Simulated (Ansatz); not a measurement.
```sh
ansatz run in.yaml --threads 4 --pin off --events-out ev --progress --plain --max-ram 9574MiB
```

```yaml
crystal:
  periodic: [false, false, false]
  atoms:
    - {symbol: Si, position_ang: [-1.122866, -0.191978, 0.097634]}
    - {symbol: H, position_ang: [-0.793522, -1.369445, -0.750572]}
    - {symbol: H, position_ang: [-2.463098, -0.416177, 0.704158]}
    - {symbol: H, position_ang: [-1.204821, 1.005931, -0.781372]}
    - {symbol: C, position_ang: [0.172387, 0.049519, 1.425517]}
    - {symbol: H, position_ang: [-0.067637, 0.913566, 2.049039]}
    - {symbol: H, position_ang: [0.233977, -0.828875, 2.071736]}
    - {symbol: H, position_ang: [1.156695, 0.214118, 0.981647]}
basis:
  gaussian: {orbitals: "def2-QZVPP.json"}
correlation: {method: mp2}
```

What structure does this define?

The molecule is CH₆Si. The point group is C3v. Coordination: 1 Si tetrahedral; 1 C tetrahedral.

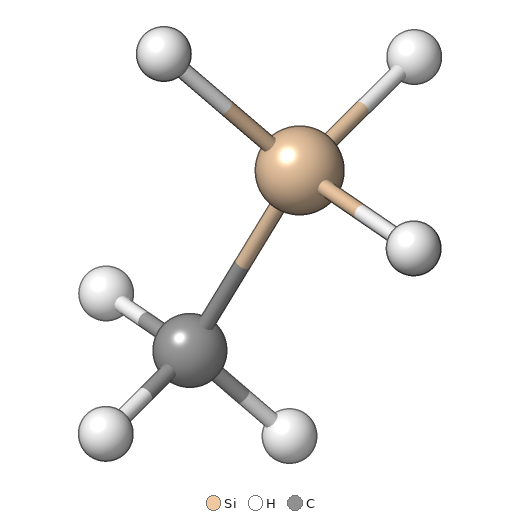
